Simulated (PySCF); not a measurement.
## Geometry relaxation, with input and output: GaF4 (charge −1) (part 1 of 2)

System: GaF4, charge −1.
Method: UHF/def2-svp, optimize (PySCF 2.14.0).

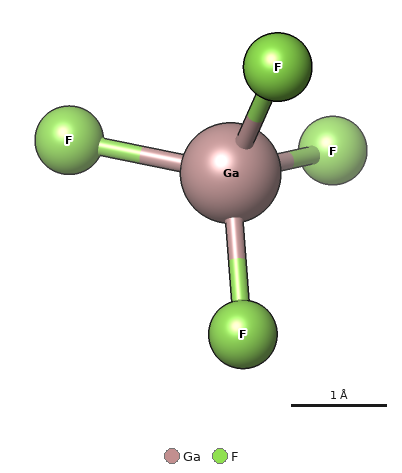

**Figure 1.** The structure as given in the input (ball-and-stick view, seen at a tilt). Sticks mark near contacts. Bond lengths as drawn: F–Ga 1.80 Å.

### Input file
```python
from pyscf import gto, scf
from pyscf.geomopt.geometric_solver import optimize

mol = gto.M(
    atom='Ga 0 0 0; F 0.0019 1.4668 -1.0372; F 0 -1.4668 -1.0372; F 1.4659 -0.0009 1.0385; F -1.4677 0.0009 1.0359',
    basis='def2-svp',
    charge=-1,
    spin=0,
    verbose=4,
)
mf = scf.UHF(mol)
mf.kernel()
mol_eq = optimize(mf, maxsteps=30)
print('optimised geometry (angstrom)')
print(mol_eq.tostring('raw'))
print('orbital energies (hartree):', [e[max(0, n-3):n+3].round(4) for e, n in zip(mf.mo_energy, mol.nelec)])
```

Run on 1 CPU thread, shared host.

Launch command:
```bash
OMP_NUM_THREADS=1 python input.py
```

### The program's output
```
PySCF version 2.14.0

[INPUT] verbose = 4
[INPUT] num. atoms = 5
[INPUT] num. electrons = 68
[INPUT] charge = -1
[INPUT] spin (= nelec alpha-beta = 2S) = 0
[INPUT] symmetry False subgroup None
[INPUT] Mole.unit = angstrom
[INPUT] Symbol           X                Y                Z      unit          X                Y                Z       unit  Magmom
[INPUT]  1 Ga     0.000000000000   0.000000000000   0.000000000000 AA    0.000000000000   0.000000000000   0.000000000000 Bohr   0.0
[INPUT]  2 F      0.001900000000   1.466800000000  -1.037200000000 AA    0.003590479637   2.771850279512  -1.960023936399 Bohr   0.0
[INPUT]  3 F      0.000000000000  -1.466800000000  -1.037200000000 AA    0.000000000000  -2.771850279512  -1.960023936399 Bohr   0.0
[INPUT]  4 F      1.465900000000  -0.000900000000   1.038500000000 AA    2.770149526000  -0.001700753512   1.962480580361 Bohr   0.0
[INPUT]  5 F     -1.467700000000   0.000900000000   1.035900000000 AA   -2.773551033024   0.001700753512   1.957567292437 Bohr   0.0

nuclear repulsion = 416.401955253992
number of shells = 36
number of NR pGTOs = 170
number of NR cGTOs = 88
basis = def2-svp
ecp = {}

******** <class 'pyscf.scf.uhf.UHF'> ********
method = UHF
initial guess = minao
damping factor = 0
level_shift factor = 0
DIIS = <class 'pyscf.scf.diis.CDIIS'>
diis_start_cycle = 1
diis_space = 8
diis_damp = 0
SCF conv_tol = 1e-09
SCF conv_tol_grad = None
SCF max_cycles = 50
direct_scf = True
direct_scf_tol = 1e-13
number electrons alpha = 34  beta = 34
Set gradient conv threshold to 3.16228e-05
init E= -2319.05744503082
  alpha nocc = 34  HOMO = -0.712056887007407  LUMO = -0.106451105189494
  beta  nocc = 34  HOMO = -0.702787561049456  LUMO = -0.106451105189494
  HOMO = -0.702787561049  LUMO = -0.106451105189  gap/eV = 16.22714
cycle= 1 E= -2320.52045681319  delta_E= -1.46  |g|= 0.733  |ddm|= 1.66
  alpha nocc = 34  HOMO = -0.293551863244644  LUMO = 0.314352359617823
  beta  nocc = 34  HOMO = -0.296276698336075  LUMO = 0.314352359617823
  HOMO = -0.293551863245  LUMO = 0.314352359618  gap/eV = 16.54192
cycle= 2 E= -2320.62791668499  delta_E= -0.107  |g|= 0.478  |ddm|= 0.678
  alpha nocc = 34  HOMO = -0.390968953206714  LUMO = 0.308653786024596
  beta  nocc = 34  HOMO = -0.392780133563441  LUMO = 0.308653786024596
  HOMO = -0.390968953207  LUMO = 0.308653786025  gap/eV = 19.03770
cycle= 3 E= -2320.69629215199  delta_E= -0.0684  |g|= 0.0281  |ddm|= 0.273
  alpha nocc = 34  HOMO = -0.391963564290627  LUMO = 0.310240922711322
  beta  nocc = 34  HOMO = -0.39313750823545  LUMO = 0.310240922711322
  HOMO = -0.391963564291  LUMO = 0.310240922711  gap/eV = 19.10796
cycle= 4 E= -2320.69662155861  delta_E= -0.000329  |g|= 0.0109  |ddm|= 0.0256
  alpha nocc = 34  HOMO = -0.391394705661257  LUMO = 0.310619278758054
  beta  nocc = 34  HOMO = -0.392134668770079  LUMO = 0.310619278758054
  HOMO = -0.391394705661  LUMO = 0.310619278758  gap/eV = 19.10277
cycle= 5 E= -2320.69666834215  delta_E= -4.68e-05  |g|= 0.00202  |ddm|= 0.0106
  alpha nocc = 34  HOMO = -0.391837234495557  LUMO = 0.310324457393654
  beta  nocc = 34  HOMO = -0.392291742402824  LUMO = 0.310324457393654
  HOMO = -0.391837234496  LUMO = 0.310324457394  gap/eV = 19.10679
cycle= 6 E= -2320.69667138607  delta_E= -3.04e-06  |g|= 0.000792  |ddm|= 0.00237
  alpha nocc = 34  HOMO = -0.39199941514738  LUMO = 0.310277181148283
  beta  nocc = 34  HOMO = -0.392183725411304  LUMO = 0.310277181148283
  HOMO = -0.391999415147  LUMO = 0.310277181148  gap/eV = 19.10992
cycle= 7 E= -2320.69667220727  delta_E= -8.21e-07  |g|= 0.000289  |ddm|= 0.00131
  alpha nocc = 34  HOMO = -0.392089094303694  LUMO = 0.310275630676057
  beta  nocc = 34  HOMO = -0.392130884288211  LUMO = 0.310275630676057
  HOMO = -0.392089094304  LUMO = 0.310275630676  gap/eV = 19.11232
cycle= 8 E= -2320.69667232834  delta_E= -1.21e-07  |g|= 7.21e-05  |ddm|= 0.000603
  alpha nocc = 34  HOMO = -0.39209437743556  LUMO = 0.310281975561721
  beta  nocc = 34  HOMO = -0.392102478400402  LUMO = 0.310281975561721
  HOMO = -0.392094377436  LUMO = 0.310281975562  gap/eV = 19.11263
cycle= 9 E= -2320.69667233625  delta_E= -7.91e-09  |g|= 1.77e-05  |ddm|= 0.000167
  alpha nocc = 34  HOMO = -0.39209773280906  LUMO = 0.310282722263616
  beta  nocc = 34  HOMO = -0.39209957726304  LUMO = 0.310282722263616
  HOMO = -0.392097732809  LUMO = 0.310282722264  gap/eV = 19.11275
cycle= 10 E= -2320.6966723367  delta_E= -4.55e-10  |g|= 5.44e-06  |ddm|= 3.89e-05
  alpha nocc = 34  HOMO = -0.392098101680289  LUMO = 0.310282926387849
  beta  nocc = 34  HOMO = -0.392099314609127  LUMO = 0.310282926387849
  HOMO = -0.39209810168  LUMO = 0.310282926388  gap/eV = 19.11276
Extra cycle  E= -2320.69667233674  delta_E= -3.64e-11  |g|= 3.04e-06  |ddm|= 7.09e-06
converged SCF energy = -2320.69667233674  <S^2> = 6.5107031e-11  2S+1 = 1
Create scanner for <class 'pyscf.grad.uhf.Gradients'>
Create scanner for <class 'pyscf.scf.uhf.UHF'>
input.py

Current date and time:

#|     Arguments passed to driver run_optimizer():      |#
customengine              <pyscf.geomopt.geometric_solver.PySCFEngine object>
logIni                    [file]
maxiter                   30
----------------------------------------------------------
Custom engine selected.
Bonds will be generated from interatomic distances less than 1.20 times sum of covalent radii
15 internal coordinates being used (instead of 15 Cartesians)
Internal coordinate system (atoms numbered from 1):
Distance 1-2
Distance 1-3
Distance 1-4
Distance 1-5
Angle 2-1-3
Angle 2-1-4
Angle 2-1-5
Angle 3-1-4
Angle 3-1-5
Angle 4-1-5
Translation-X 1-5
Translation-Y 1-5
Translation-Z 1-5
Rotation-A 1-5
Rotation-B 1-5
Rotation-C 1-5
<class 'geometric.internal.Distance'> : 4
<class 'geometric.internal.Angle'> : 6
<class 'geometric.internal.TranslationX'> : 1
<class 'geometric.internal.TranslationY'> : 1
<class 'geometric.internal.TranslationZ'> : 1
<class 'geometric.internal.RotationA'> : 1
<class 'geometric.internal.RotationB'> : 1
<class 'geometric.internal.RotationC'> : 1
> ===== Optimization Info: ====
> Job type: Energy minimization
> Maximum number of optimization cycles: 30
> Initial / maximum trust radius (Angstrom): 0.100 / 0.300
> Convergence Criteria:
> Will converge when all 5 criteria are reached:
>  |Delta-E| < 1.00e-06
>  RMS-Grad  < 3.00e-04
>  Max-Grad  < 4.50e-04
>  RMS-Disp  < 1.20e-03
>  Max-Disp  < 1.80e-03
> === End Optimization Info ===

Geometry optimization cycle 1
Cartesian coordinates (Angstrom)
 Atom        New coordinates             dX        dY        dZ
  Ga   0.000000   0.000000   0.000000    0.000000  0.000000  0.000000
   F   0.001900   1.466800  -1.037200    0.000000  0.000000  0.000000
   F   0.000000  -1.466800  -1.037200    0.000000  0.000000  0.000000
   F   1.465900  -0.000900   1.038500    0.000000  0.000000  0.000000
   F  -1.467700   0.000900   1.035900    0.000000  0.000000  0.000000

WARN: Mole.unit (angstrom) is changed to Bohr

New geometry
   1 Ga     0.000000000000   0.000000000000   0.000000000000 AA    0.000000000000   0.000000000000   0.000000000000 Bohr
   2 F      0.001900000000   1.466800000000  -1.037200000000 AA    0.003590479637   2.771850279512  -1.960023936399 Bohr
   3 F      0.000000000000  -1.466800000000  -1.037200000000 AA    0.000000000000  -2.771850279512  -1.960023936399 Bohr
   4 F      1.465900000000  -0.000900000000   1.038500000000 AA    2.770149526000  -0.001700753512   1.962480580361 Bohr
   5 F     -1.467700000000   0.000900000000   1.035900000000 AA   -2.773551033024   0.001700753512   1.957567292437 Bohr

******** <class 'pyscf.scf.hf.UHF_Scanner'> ********
method = UHF_Scanner
initial guess = minao
damping factor = 0
level_shift factor = 0
DIIS = <class 'pyscf.scf.diis.CDIIS'>
diis_start_cycle = 1
diis_space = 8
diis_damp = 0
SCF conv_tol = 1e-09
SCF conv_tol_grad = None
SCF max_cycles = 50
direct_scf = True
direct_scf_tol = 1e-13
number electrons alpha = 34  beta = 34
Set gradient conv threshold to 3.16228e-05
init E= -2320.69667233674
  alpha nocc = 34  HOMO = -0.392098237341308  LUMO = 0.31028296218771
  beta  nocc = 34  HOMO = -0.392099034761578  LUMO = 0.31028296218771
  HOMO = -0.392098237341  LUMO = 0.310282962188  gap/eV = 19.11277
cycle= 1 E= -2320.69667233676  delta_E= -1.77e-11  |g|= 1.77e-06  |ddm|= 3.92e-06
  alpha nocc = 34  HOMO = -0.392098445561158  LUMO = 0.310282987953844
  beta  nocc = 34  HOMO = -0.392098969181587  LUMO = 0.310282987953844
  HOMO = -0.392098445561  LUMO = 0.310282987954  gap/eV = 19.11277
Extra cycle  E= -2320.69667233676  delta_E= 4.55e-13  |g|= 1.06e-06  |ddm|= 2.24e-06
converged SCF energy = -2320.69667233676  <S^2> = 8.7254648e-12  2S+1 = 1

******** <class 'pyscf.grad.rhf.Gradients_Scanner'> for <class 'pyscf.scf.hf.UHF_Scanner'> ********
unit = Eh/Bohr
--------------- UHF_Scanner gradients ---------------
         x                y                z
0 Ga    -0.0000136112    -0.0000002744    -0.0000001723
1 F     0.0000166517     0.0110528899    -0.0078164022
2 F     0.0000001871    -0.0110525615    -0.0078161371
3 F     0.0110512717    -0.0000057352     0.0078289155
4 F    -0.0110544994     0.0000056812     0.0078037962
----------------------------------------------
cycle 1: E = -2320.69667234  dE = -2320.7  norm(grad) = 0.0270747
Step    0 : Gradient = 1.211e-02/1.354e-02 (rms/max) Energy = -2320.6966723368
Hessian Eigenvalues: 5.00000e-02 5.00000e-02 5.00000e-02 ... 2.63970e-01 2.63971e-01 2.63983e-01

Geometry optimization cycle 2
Cartesian coordinates (Angstrom)
 Atom        New coordinates             dX        dY        dZ
  Ga   0.000013  -0.000000  -0.000000    0.000013 -0.000000 -0.000000
   F   0.001860   1.444645  -1.021528   -0.000040 -0.022155  0.015672
   F   0.000006  -1.444645  -1.021528    0.000006  0.022155  0.015672
   F   1.443755  -0.000895   1.022808   -0.022145  0.000005 -0.015692
   F  -1.445534   0.000895   1.020248    0.022166 -0.000005 -0.015652
New geometry
   1 Ga     0.000012729602  -0.000000010471  -0.000000006591 AA    0.000024055462  -0.000000019787  -0.000000012455 Bohr
   2 F      0.001859923611   1.444644559820  -1.021527607521 AA    0.003514746236   2.729982565403  -1.930407406897 Bohr
   3 F      0.000006084199  -1.444645128270  -1.021528403089 AA    0.000011497470  -2.729983639617  -1.930408910302 Bohr
   4 F      1.443754953791  -0.000894846986   1.022808141664 AA    2.728301453649  -0.001691015727   1.932827265720 Bohr
   5 F     -1.445533691204   0.000895425903   1.020247875529 AA   -2.731662780207   0.001692109722   1.927989063920 Bohr
```
